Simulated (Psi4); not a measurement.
## How methods differ on SnH4O3 (SMILES [OH][SnH]([OH])[OH])

SnH4O3 has 8 atoms, charge 0, and is taken as a singlet. As SMILES, `[OH][SnH]([OH])[OH]`. The shape was relaxed beforehand at PBE0/def2-TZVP. This is one conformer, not always the lowest.

```xyz
8

O    -1.1705    0.9846   -0.9782
Sn    0.0256    0.2362    0.3728
O     1.7763    0.0089   -0.4617
O    -0.6267   -1.5637    0.7614
H    -0.7582    1.0212   -1.8455
H     0.1001    1.2159    1.7484
H     1.9721   -0.9168   -0.6306
H    -1.4062   -1.7827    0.2435
```

Quantity: the dipole moment, in D. The values are calculated.

```json
{"level": "PBE-D4/def2-TZVPP (density fitting, core potential)", "kind": "GGA", "program": "Psi4", "value (D)": "0.67", "CPU time": "38 s"}
{"level": "r2SCAN-D4/def2-TZVPP (density fitting, core potential)", "kind": "meta-GGA", "program": "Psi4", "value (D)": "0.64", "CPU time": "81 s"}
{"level": "B3LYP-D4/def2-TZVPP (density fitting, core potential)", "kind": "global hybrid", "program": "Psi4", "value (D)": "0.62", "CPU time": "30 s"}
{"level": "PBE0-D4/def2-TZVPP (density fitting, core potential)", "kind": "global hybrid", "program": "Psi4", "value (D)": "0.61", "CPU time": "31 s"}
{"level": "wB97M-V/def2-TZVPP (density fitting, core potential)", "kind": "range-separated hybrid", "program": "Psi4", "value (D)": "0.59", "CPU time": "88 s"}
```

The values span 0.59 to 0.67 D. Magnitudes only. Times are those of the runs behind each value, whatever else they computed, on shared processors of several kinds: orders of magnitude only.

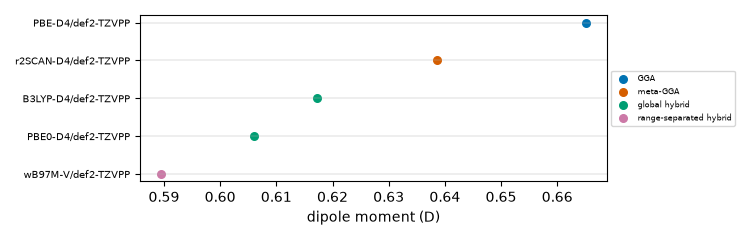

The values of the table, level by level.
